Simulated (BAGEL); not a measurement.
# C4H10S2 (1,4-butanedithiol) at 3 levels

We compute a comparison of 3 runs (B3LYP/6-31G*, PBE0/6-31G*, RI-MP2/6-31G*) of C4H10S2 (1,4-butanedithiol). 

The calculation is run with BAGEL 1.2.2.

**1. Starting point**

C4H10S2: 16 atoms, total charge 0, spin state singlet. As SMILES, `SCCCCS`. The coordinates come from a PBE0-D4/def2-TZVP relaxation. This is one conformer, not always the lowest.

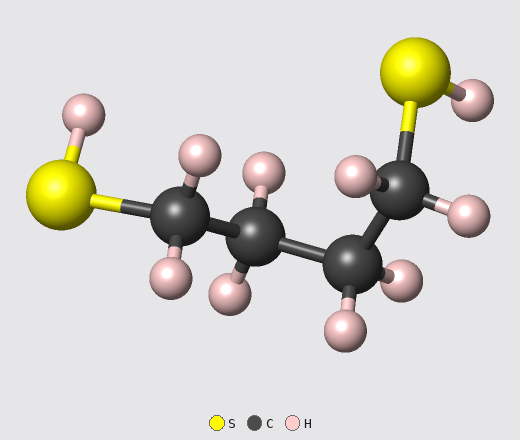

The structure, seen from a chosen angle (sulfur yellow, carbon dark grey, hydrogen pink).

**2. The energy at B3LYP/6-31G(d) (density fitting with cc-pvqz-jkfit, spherical functions) (run 1)**

dft.json

```json
{ "bagel": [

{
  "title": "molecule",
  "basis": "6-31gs.json",
  "df_basis": "cc-pvqz-jkfit",
  "angstrom": "true",
  "geometry": [
    { "atom": "S", "xyz": [      -1.300550,      -2.912300,       0.433690 ] },
    { "atom": "C", "xyz": [      -0.440060,      -1.347930,       0.737720 ] },
    { "atom": "C", "xyz": [       0.236320,      -0.771270,      -0.491210 ] },
    { "atom": "C", "xyz": [       1.073950,       0.466630,      -0.199350 ] },
    { "atom": "C", "xyz": [       0.321600,       1.647630,       0.394960 ] },
    { "atom": "S", "xyz": [      -1.102450,       2.220460,      -0.570360 ] },
    { "atom": "H", "xyz": [      -2.203660,      -2.425310,      -0.432490 ] },
    { "atom": "H", "xyz": [      -1.147030,      -0.642540,       1.177610 ] },
    { "atom": "H", "xyz": [       0.297570,      -1.588490,       1.509310 ] },
    { "atom": "H", "xyz": [      -0.527220,      -0.524900,      -1.234900 ] },
    { "atom": "H", "xyz": [       0.873990,      -1.539030,      -0.937350 ] },
    { "atom": "H", "xyz": [       1.883680,       0.206170,       0.494130 ] },
    { "atom": "H", "xyz": [       1.560300,       0.788580,      -1.126300 ] },
    { "atom": "H", "xyz": [       0.998970,       2.487230,       0.558620 ] },
    { "atom": "H", "xyz": [      -0.103600,       1.395490,       1.369390 ] },
    { "atom": "H", "xyz": [      -0.421810,       2.539580,      -1.683470 ] }
  ]
},

{ "title": "ks", "xc_func": "b3lyp" },

{ "title": "print", "file": "orbitals.molden", "orbitals": "true" }

]}
```

The basis set 6-31G* is read from a file made from the Basis Set Exchange's data (not shown).

Started as:

```sh
$ BAGEL_NUM_THREADS=1 BAGEL dft.json > dft.out
```

Standard output:

```text
* using 1 threads per process

  ===============================================================
  ===============================================================

  *** Geometry ***

  { "atom" : "S", "xyz" : [     -2.457683,     -5.503449,      0.819555 ] },
  { "atom" : "C", "xyz" : [     -0.831593,     -2.547219,      1.394089 ] },
  { "atom" : "C", "xyz" : [      0.446580,     -1.457489,     -0.928252 ] },
  { "atom" : "C", "xyz" : [      2.029471,      0.881803,     -0.376717 ] },
  { "atom" : "C", "xyz" : [      0.607736,      3.113569,      0.746366 ] },
  { "atom" : "S", "xyz" : [     -2.083329,      4.196061,     -1.077824 ] },
  { "atom" : "H", "xyz" : [     -4.164314,     -4.583172,     -0.817288 ] },
  { "atom" : "H", "xyz" : [     -2.167573,     -1.214225,      2.225360 ] },
  { "atom" : "H", "xyz" : [      0.562326,     -3.001811,      2.852183 ] },
  { "atom" : "H", "xyz" : [     -0.996301,     -0.991917,     -2.333623 ] },
  { "atom" : "H", "xyz" : [      1.651602,     -2.908345,     -1.771335 ] },
  { "atom" : "H", "xyz" : [      3.559639,      0.389605,      0.933770 ] },
  { "atom" : "H", "xyz" : [      2.948540,      1.490200,     -2.128399 ] },
  { "atom" : "H", "xyz" : [      1.887780,      4.700184,      1.055639 ] },
  { "atom" : "H", "xyz" : [     -0.195776,      2.637094,      2.587772 ] },
  { "atom" : "H", "xyz" : [     -0.797105,      4.799111,     -3.181297 ] },

  Number of auxiliary basis functions:     1230

  Since a DF basis is specified, we compute 2- and 3-index integrals:
    o Being stored without compression. Storage requirement is 0.123 GB

  Number of basis functions:      112
  Number of electrons      :       66

    * METHOD: MOLECULE                             2.64

  *** Kohn-Sham DFT ***

    * Removing 34400 points whose weight is below 1.00e-10
    * Grid points: 204096

  === Nuclear Repulsion ===
   354.0860142010

       - DIIS with orbital gradients will be used.

  === KS iteration (b3lyp / 6-31gs.json) ===
      0       -916.61469145          0.12630658           1.66
      1       -915.48538300          0.10610937           1.68
      2       -865.68003091          0.16590149           1.64
      3       -908.48743000          0.14815155           1.61
      4       -927.79817502          0.11439781           1.63
      5       -952.53676244          0.04630172           1.63
      6       -954.40984837          0.01947354           1.63
      7       -954.47540354          0.01647370           1.64
      8       -954.80182549          0.00309161           1.65
      9       -954.80981535          0.00152550           1.68
     10       -954.81249345          0.00034012           1.74
     11       -954.81262904          0.00008699           1.68
     12       -954.81263483          0.00002897           1.64
     13       -954.81263593          0.00000635           1.68
     14       -954.81263597          0.00000149           1.67
     15       -954.81263597          0.00000073           1.68
     16       -954.81263597          0.00000020           1.67
     17       -954.81263597          0.00000006           1.67
     18       -954.81263597          0.00000002           1.64
     19       -954.81263597          0.00000001           1.63
    * SCF iteration converged.

    * Permanent dipole moment:
           (   -0.753382,    -0.552287,     0.148712) a.u.

    * METHOD: KS                                  35.27

    * METHOD: PRINT                                0.03

  ===============================================================
```

It took 38 s on 1 thread of Arm Neoverse V1, shared host; peak memory 1.1 GiB.

**3. The energy at PBE0/6-31G(d) (density fitting with cc-pvqz-jkfit, spherical functions) (run 2)**

input.json

```json
{ "bagel" : [

{
  "title" : "molecule",
  "basis" : "6-31gs.json",
  "df_basis" : "cc-pvqz-jkfit",
  "angstrom" : true,
  "geometry" : [
    { "atom" : "S", "xyz" : [      -1.300550,      -2.912300,       0.433690 ] },
    { "atom" : "C", "xyz" : [      -0.440060,      -1.347930,       0.737720 ] },
    { "atom" : "C", "xyz" : [       0.236320,      -0.771270,      -0.491210 ] },
    { "atom" : "C", "xyz" : [       1.073950,       0.466630,      -0.199350 ] },
    { "atom" : "C", "xyz" : [       0.321600,       1.647630,       0.394960 ] },
    { "atom" : "S", "xyz" : [      -1.102450,       2.220460,      -0.570360 ] },
    { "atom" : "H", "xyz" : [      -2.203660,      -2.425310,      -0.432490 ] },
    { "atom" : "H", "xyz" : [      -1.147030,      -0.642540,       1.177610 ] },
    { "atom" : "H", "xyz" : [       0.297570,      -1.588490,       1.509310 ] },
    { "atom" : "H", "xyz" : [      -0.527220,      -0.524900,      -1.234900 ] },
    { "atom" : "H", "xyz" : [       0.873990,      -1.539030,      -0.937350 ] },
    { "atom" : "H", "xyz" : [       1.883680,       0.206170,       0.494130 ] },
    { "atom" : "H", "xyz" : [       1.560300,       0.788580,      -1.126300 ] },
    { "atom" : "H", "xyz" : [       0.998970,       2.487230,       0.558620 ] },
    { "atom" : "H", "xyz" : [      -0.103600,       1.395490,       1.369390 ] },
    { "atom" : "H", "xyz" : [      -0.421810,       2.539580,      -1.683470 ] }
  ]
},

{
  "title" : "ks",
  "xc_func" : "pbe0"
},

{
  "title" : "print",
  "file" : "orbitals.molden",
  "orbitals" : true
}

]}
```

The basis set 6-31G* is read from a file made from the Basis Set Exchange's data (not shown).

Started as:

```sh
$ BAGEL_NUM_THREADS=1 BAGEL input.json > input.out
```

Standard output:

```text
* using 1 threads per process

  ===============================================================
  ===============================================================

  *** Geometry ***

  { "atom" : "S", "xyz" : [     -2.457683,     -5.503449,      0.819555 ] },
  { "atom" : "C", "xyz" : [     -0.831593,     -2.547219,      1.394089 ] },
  { "atom" : "C", "xyz" : [      0.446580,     -1.457489,     -0.928252 ] },
  { "atom" : "C", "xyz" : [      2.029471,      0.881803,     -0.376717 ] },
  { "atom" : "C", "xyz" : [      0.607736,      3.113569,      0.746366 ] },
  { "atom" : "S", "xyz" : [     -2.083329,      4.196061,     -1.077824 ] },
  { "atom" : "H", "xyz" : [     -4.164314,     -4.583172,     -0.817288 ] },
  { "atom" : "H", "xyz" : [     -2.167573,     -1.214225,      2.225360 ] },
  { "atom" : "H", "xyz" : [      0.562326,     -3.001811,      2.852183 ] },
  { "atom" : "H", "xyz" : [     -0.996301,     -0.991917,     -2.333623 ] },
  { "atom" : "H", "xyz" : [      1.651602,     -2.908345,     -1.771335 ] },
  { "atom" : "H", "xyz" : [      3.559639,      0.389605,      0.933770 ] },
  { "atom" : "H", "xyz" : [      2.948540,      1.490200,     -2.128399 ] },
  { "atom" : "H", "xyz" : [      1.887780,      4.700184,      1.055639 ] },
  { "atom" : "H", "xyz" : [     -0.195776,      2.637094,      2.587772 ] },
  { "atom" : "H", "xyz" : [     -0.797105,      4.799111,     -3.181297 ] },

  Number of auxiliary basis functions:     1230

  Since a DF basis is specified, we compute 2- and 3-index integrals:
    o Being stored without compression. Storage requirement is 0.123 GB

  Number of basis functions:      112
  Number of electrons      :       66

    * METHOD: MOLECULE                             2.67

  *** Kohn-Sham DFT ***

    * Removing 34400 points whose weight is below 1.00e-10
    * Grid points: 204096

  === Nuclear Repulsion ===
   354.0860142010

       - DIIS with orbital gradients will be used.

  === KS iteration (pbe0 / 6-31gs.json) ===
      0       -916.08850683          0.12602204           1.58
      1       -915.01656954          0.10597238           1.59
      2       -866.30294314          0.16505347           1.59
      3       -909.15761469          0.14651106           1.61
      4       -927.88590713          0.11479923           1.57
      5       -952.13883045          0.04518923           1.60
      6       -953.94388517          0.01831445           1.64
      7       -954.06284605          0.01397126           1.66
      8       -954.29815397          0.00277258           1.63
      9       -954.30454781          0.00139899           1.58
     10       -954.30683386          0.00026352           1.61
     11       -954.30691307          0.00007394           1.60
     12       -954.30691717          0.00002564           1.63
     13       -954.30691797          0.00000545           1.61
     14       -954.30691800          0.00000119           1.56
     15       -954.30691800          0.00000055           1.61
     16       -954.30691801          0.00000013           1.61
     17       -954.30691801          0.00000005           1.62
     18       -954.30691801          0.00000001           1.65
     19       -954.30691801          0.00000001           1.57
    * SCF iteration converged.

    * Permanent dipole moment:
           (   -0.777750,    -0.568808,     0.167484) a.u.

    * METHOD: KS                                  34.17

    * METHOD: PRINT                                0.03

  ===============================================================
```

It took 37 s on 1 thread of Arm Neoverse V1, shared host; peak memory 1.1 GiB.

**4. The energy at RI-MP2/6-31G(d) (density fitting with cc-pvqz-jkfit, spherical functions) (run 3)**

Edit input.json of step 3 so:

```diff
@@ -27,12 +27,5 @@
 
-{
-  "title" : "ks",
-  "xc_func" : "pbe0"
-},
+{ "title" : "hf", "charge" : 0 },
 
-{
-  "title" : "print",
-  "file" : "orbitals.molden",
-  "orbitals" : true
-}
+{ "title" : "mp2", "charge" : 0, "ncore" : 14 }
```

The basis set 6-31G* is read from a file made from the Basis Set Exchange's data (not shown).

Started as:

```sh
$ BAGEL_NUM_THREADS=1 BAGEL input.json > input.out
```

Standard output:

```text
* using 1 threads per process

  ===============================================================
  ===============================================================

  *** Geometry ***

  { "atom" : "S", "xyz" : [     -2.457683,     -5.503449,      0.819555 ] },
  { "atom" : "C", "xyz" : [     -0.831593,     -2.547219,      1.394089 ] },
  { "atom" : "C", "xyz" : [      0.446580,     -1.457489,     -0.928252 ] },
  { "atom" : "C", "xyz" : [      2.029471,      0.881803,     -0.376717 ] },
  { "atom" : "C", "xyz" : [      0.607736,      3.113569,      0.746366 ] },
  { "atom" : "S", "xyz" : [     -2.083329,      4.196061,     -1.077824 ] },
  { "atom" : "H", "xyz" : [     -4.164314,     -4.583172,     -0.817288 ] },
  { "atom" : "H", "xyz" : [     -2.167573,     -1.214225,      2.225360 ] },
  { "atom" : "H", "xyz" : [      0.562326,     -3.001811,      2.852183 ] },
  { "atom" : "H", "xyz" : [     -0.996301,     -0.991917,     -2.333623 ] },
  { "atom" : "H", "xyz" : [      1.651602,     -2.908345,     -1.771335 ] },
  { "atom" : "H", "xyz" : [      3.559639,      0.389605,      0.933770 ] },
  { "atom" : "H", "xyz" : [      2.948540,      1.490200,     -2.128399 ] },
  { "atom" : "H", "xyz" : [      1.887780,      4.700184,      1.055639 ] },
  { "atom" : "H", "xyz" : [     -0.195776,      2.637094,      2.587772 ] },
  { "atom" : "H", "xyz" : [     -0.797105,      4.799111,     -3.181297 ] },

  Number of auxiliary basis functions:     1230

  Since a DF basis is specified, we compute 2- and 3-index integrals:
    o Being stored without compression. Storage requirement is 0.123 GB

  Number of basis functions:      112
  Number of electrons      :       66

    * METHOD: MOLECULE                             2.69

  *** RHF ***

  === Nuclear Repulsion ===
   354.0860142010

      * DIIS with orbital gradients will be used.

  === RHF iteration (6-31gs.json) ===
      0       -952.17493107          0.01058775           0.68
      1       -952.29011932          0.00357790           0.70
      2       -952.30292298          0.00150481           0.70
      3       -952.30525987          0.00015257           0.68
      4       -952.30530378          0.00005184           0.69
      5       -952.30530882          0.00001383           0.70
      6       -952.30530923          0.00000444           0.70
      7       -952.30530927          0.00000123           0.71
      8       -952.30530928          0.00000031           0.70
      9       -952.30530928          0.00000011           0.67
     10       -952.30530928          0.00000005           0.67
     11       -952.30530928          0.00000002           0.67
     12       -952.30530928          0.00000001           0.68
    * SCF iteration converged.

    * Permanent dipole moment:
           (   -0.789970,    -0.549764,     0.148007) a.u.

    * METHOD: HF                                  10.04

  *** RHF ***

  === Nuclear Repulsion ===
   354.0860142010

      * DIIS with orbital gradients will be used.

  === RHF iteration (6-31gs.json) ===
      0       -952.30530928          0.00000000           0.68
    * SCF iteration converged.

    * Permanent dipole moment:
           (   -0.789970,    -0.549765,     0.148007) a.u.

  === DF-MP2 calculation ===

    * freezing 14 orbitals
    * 3-index integral transformation done
    * assembly done

      MP2 correlation energy:   -0.7608486261      0.44

      MP2 total energy:       -953.0661579017

    * METHOD: MP2                                  1.88

  ===============================================================
```

It took 15 s on 1 thread of Arm Neoverse V1, shared host; peak memory 0.42 GiB.

**5. Overview of the runs**

```tsv
run	level	frozen core orbitals	energy (Eh)	dipole moment (D)	HOMO energy (eV)	LUMO energy (eV)	wall time
1	B3LYP/6-31G* (density fitting with cc-pvqz-jkfit, spherical functions)	–	-954.812636	2.40	-6.35	0.59	38 s
2	PBE0/6-31G* (density fitting with cc-pvqz-jkfit, spherical functions)	–	-954.306918	2.49	-6.63	0.81	37 s
3	RI-MP2/6-31G* (density fitting with cc-pvqz-jkfit, spherical functions)	14	-953.066158	–	–	–	15 s
```

**6. Outcome**

```
                                           quantity          value
                                run 3: total energy  -953.06616 Eh
run 3: correlation energy (14 core orbitals frozen)     -760.8 mEh
```

Totals of different functionals can't be ranked against each other. All runs together took 90 s, the longest 38 s.
